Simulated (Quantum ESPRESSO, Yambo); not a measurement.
# How the form of the self-energy moves the gap of KI (Fm-3m), part 2 of 2

Wanted: the gap of KI (Fm-3m) under several approximations, with cost.

Quantum ESPRESSO 7.5 and Yambo 5.3.0; PBE and many-body steps on it, plane waves. Known limits of the many-body steps: not at the basis limit; no spin-orbit coupling.

So far. Step 2 (Empty states on the mesh, 4×4×4 mesh, 384 bands): On this mesh the gap is 3.968 eV. Step 4 (G0W0, Godby-Needs plasmon pole): The gap on the mesh goes from 3.97 eV to 6.05 eV, a correction of +2.08 eV.

## 5. One-shot COHSEX

This step: one-shot COHSEX on PBE, plane waves, norm-conserving pseudopotentials.

The input, gw4.in:

```
HF_and_locXC
gw0
dyson
cohsex
em1s
rim_cut
RandQpts= 1000000
RandGvec= 1 RL
EXXRLvcs= 76 Ry
VXCRLvcs= 304 Ry
Chimod= "HARTREE"
% BndsRnXs
 1 | 167 |
%
NGsBlkXs= 11.5 Ry
% LongDrXs
 1 | 1 | 1 |
%
% GbndRnge
 1 | 167 |
%
DysSolver= "n"
ExtendOut
% QPkrange
 1 | 1 | 16 | 19 |
%
```

Launch:

```sh
$ OMP_NUM_THREADS=1 mpirun -n 4 yambo -F gw4.in -J gw4 -C gw4 > gw4.log
```

The program printed:

```text
 Yambo, version 5.3.0

 [02] CORE Variables Setup
 =========================

  [... cell, symmetries and grids as in the set-up ...]

  [02.05] Energies & Occupations
  ==============================

  [X] === General ===
  [X] Electronic Temperature                        :  0.000000  0.000000 [eV K]
  [X] Bosonic    Temperature                        :  0.000000  0.000000 [eV K]
  [X] Finite Temperature mode                       : no
  [X] El. density                                   :  0.38557E+24 [cm-3]
  [X] Fermi Level                                   :  2.834744 [eV]

  [X] === Gaps and Widths ===
  [X] Conduction Band Min                           :  3.967596 [eV]
  [X] Valence Band Max                              :  0.000000 [eV]
  [X] Filled Bands                                  :  17
  [X] Empty Bands                                   :    18   384
  [X] Direct Gap                                    :  3.967596 [eV]
  [X] Direct Gap localized at k                     :  1
  [X] Indirect Gap                                  :  3.967596 [eV]
  [X] Indirect Gap between kpts                     :  1  1
  [X] Last valence band width                       :  0.596216 [eV]
  [X] 1st conduction band width                     :  2.515619 [eV]

 [03] Transferred momenta grid and indexing
 ==========================================

 IBZ Q-points                                      :   8
 BZ  Q-points                                      :   64

 K/Q-points units:
 rlu = crystal or reduced units; cc = cartesian coordinates; iku = interal k-units

 Q [1]          [rlu]:  0.000000  0.000000  0.000000
 Q [2]          [rlu]: -0.66843E-18 -0.66843E-18  0.25000
 Q [3]          [rlu]:  0.13369E-17  0.13369E-17 -0.50000
[...]
BZ Q point size factor                           : -1.000000
  X Optical Averaged directions                    : none

 [07] Local Exchange-Correlation + Non-Local Fock
 ================================================

 [VXC] Plane waves :   53377
 [EXS] Plane waves :   6735

 QP @ state[ 1 ] K range:  1  1
 QP @ state[ 1 ] b range:  16  19

 [xc] Functional : Perdew, Burke & Ernzerhof(X)+Perdew, Burke & Ernzerhof(C)
 [xc] LIBXC used to calculate xc functional
  PP Number of Atomic Species                      :  2
  NLCC RL compoments                               :   53377
  PP Number of Atomic Species                      :  2
  NLCC RL compoments                               :   53377

 [xc] E_xc :  -26.22148 [Ha]
      E_xc :  -52.44295 [Ry]

  Local XC kind (lXC) : Perdew, Burke & Ernzerhof(X)+Perdew, Burke & Ernzerhof(C)
  Non-Local XC kind (nlXC) : Hartree-Fock

  Corrections @ K [1] :  [eV]
 <16|nlXC|16> = -16.25149  0.18994E-18 <16|lXC|16> = -13.18414  0.000000
 <17|nlXC|17> = -16.25157  0.27936E-17 <17|lXC|17> = -13.18414  0.000000
 <18|nlXC|18> = -3.749256  0.81879E-18 <18|lXC|18> = -7.190462  0.000000
 <19|nlXC|19> = -3.670704 -0.12127E-17 <19|lXC|19> = -7.985012  0.000000

 [08] Dyson equation: Newton solver
 ==================================

 [Newton] Sc step       :  0.100000 [eV]
 [Newton] Sc steps      :  1

  [08.01] G0W0 (COHSEX)
  =====================

  [  GW  ] Bands range     :   1  19

  QP @ state[ 1 ] K range:  1  1
  QP @ state[ 1 ] b range:  16  19

   Sc Empty Bands                                   : no
   Sc bands terminator                              : no
   Sx RL components                                 :   6735

   QP @ state[ 1 ] K range                          :  1  1
   QP @ state[ 1 ] b range                          :  16  19
   GF WF`s kind                                     : Perdew, Burke & Ernzerhof(X)+Perdew, Burke & Ernzerhof(C)
   Xs energies kind                                 : Perdew, Burke & Ernzerhof(X)+Perdew, Burke & Ernzerhof(C)
   Xs WF`s kind                                     : Perdew, Burke & Ernzerhof(X)+Perdew, Burke & Ernzerhof(C)

 [11] Game Over & Game summary
```

Run time: 9.2 min. Hardware: 4 MPI ranks of Intel Xeon Platinum 8259CL at 2.50GHz (Skylake/Cascade Lake), shared host; peak memory 2.2 GiB; 37 min of CPU time.

This step gave:

```yaml
quasiparticle_gap_on_the_points_computed: 7.384 eV
starting_gap_on_the_mesh: 3.968 eV
k_of_the_valence_top: 0, 0, 0
k_of_the_conduction_bottom: 0, 0, 0
least_direct_quasiparticle_gap_on_the_computed_points: 7.384 eV
z_at_the_valence_top: 1
z_at_the_conduction_bottom: 1
```

Against G0W0 in Yambo (4×4×4 mesh, 167 bands, screening to 156.5 eV, Godby-Needs plasmon pole), the gap moves by +1.332 eV.

## 6. One-shot Hartree-Fock

This step: one-shot Hartree-Fock on PBE, plane waves, norm-conserving pseudopotentials.

The input, gw5.in:

```
HF_and_locXC
rim_cut
RandQpts= 1000000
RandGvec= 1 RL
EXXRLvcs= 76 Ry
VXCRLvcs= 304 Ry
% QPkrange
 1 | 1 | 16 | 19 |
%
```

Launch:

```sh
$ OMP_NUM_THREADS=1 mpirun -n 4 yambo -F gw5.in -J gw5 -C gw5 > gw5.log
```

The program printed:

```text
 Yambo, version 5.3.0

 [02] CORE Variables Setup
 =========================

  [... cell, symmetries and grids as in the set-up ...]

  [02.05] Energies & Occupations
  ==============================

  [X] === General ===
  [X] Electronic Temperature                        :  0.000000  0.000000 [eV K]
  [X] Bosonic    Temperature                        :  0.000000  0.000000 [eV K]
  [X] Finite Temperature mode                       : no
  [X] El. density                                   :  0.38557E+24 [cm-3]
[...]
PP Number of Atomic Species                      :  2
  NLCC RL compoments                               :   53377

 [xc] E_xc :  -26.22148 [Ha]
      E_xc :  -52.44295 [Ry]

  Local XC kind (lXC) : Perdew, Burke & Ernzerhof(X)+Perdew, Burke & Ernzerhof(C)
  Non-Local XC kind (nlXC) : Hartree-Fock

  Corrections @ K [1] :  [eV]
 <16|nlXC|16> = -16.25149  0.18994E-18 <16|lXC|16> = -13.18414  0.000000
 <17|nlXC|17> = -16.25157  0.27936E-17 <17|lXC|17> = -13.18414  0.000000
 <18|nlXC|18> = -3.749256  0.81879E-18 <18|lXC|18> = -7.190462  0.000000
 <19|nlXC|19> = -3.670704 -0.12127E-17 <19|lXC|19> = -7.985012  0.000000

 [08] Game Over & Game summary
```

It took 30 s on 4 MPI ranks; peak memory 2.1 GiB; 2 min of CPU time.

Numbers from this step:

```yaml
quasiparticle_gap_on_the_mesh: 10.48 eV
starting_gap_on_the_mesh: 3.968 eV
k_of_the_valence_top: 0, 0, 0
k_of_the_conduction_bottom: 0, 0, 0
least_direct_quasiparticle_gap_on_the_computed_points: 10.48 eV
```

Against G0W0 in Yambo (4×4×4 mesh, 167 bands, screening to 156.5 eV, Godby-Needs plasmon pole), the gap moves by +4.425 eV.

## 7. The runs together

Times are wall times on 4 MPI ranks of Intel Xeon Platinum 8259CL at 2.50GHz (Skylake/Cascade Lake), shared host, good to a factor of about two.

| run | mesh | bands | screening cutoff (eV) | DFT gap (eV) | gap on the mesh (eV) | direct (eV) | time |
| --- | --- | --- | --- | --- | --- | --- | --- |
| G0W0, Godby-Needs plasmon pole | 4×4×4 | 167 | 156.5 | 3.968 | 6.052 | 6.052 | 12 min |
| one-shot COHSEX | 4×4×4 | 167 | 156.5 | 3.968 | 7.384 | 7.384 | 9.2 min |
| one-shot Hartree-Fock | 4×4×4 | - | - | 3.968 | 10.476 | 10.476 | 30 s |

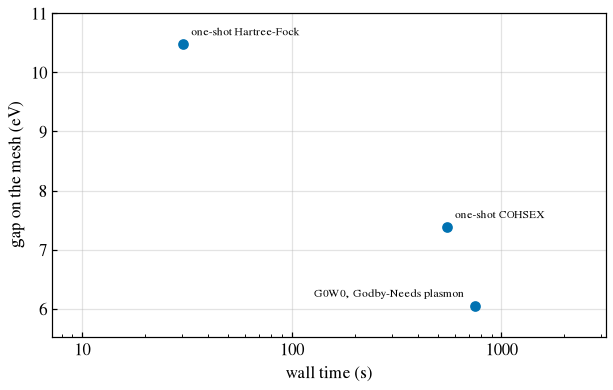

Result against wall time.

## 8. Summary of results

| Item | Value |
| --- | --- |
| G0W0, Godby-Needs plasmon pole | 6.052 eV |
| one-shot COHSEX | 7.384 eV |
| one-shot Hartree-Fock | 10.476 eV |
| known limits | not at the basis limit; no spin-orbit coupling |

One-shot COHSEX: +1.332 eV against G0W0, Godby-Needs plasmon pole. One-shot Hartree-Fock: +4.425 eV against G0W0, Godby-Needs plasmon pole. Bare exchange alone opens the gap to 10.48 eV; against G0W0, correlation takes back 4.42 eV. Static COHSEX lies above G0W0: it lacks the factor Z and overstates the Coulomb hole of the filled states. Bands and cutoff are finite, so the gap is not at the basis limit. The miss can reach some tenths of an eV and take either sign; the mesh is an error of its own. The many-body steps are scalar-relativistic: spin-orbit coupling is not in them.

[Paths, hosts, dates, memory and timing lines, banners, echoed tables and standing remarks are left out of the program output.]

[Logs are printed without paths, hosts, clocks, repeated set-up lines and the standing remarks that a program may print on its own settings, such as how far it seeks lower states.]

[Runs of the session that timed out or met a known fault of the program may be left out.]

[Hosts, paths, dates, database ids (printed as entryN), source tags and the programs' standing remarks are cut or masked in the printed files.]
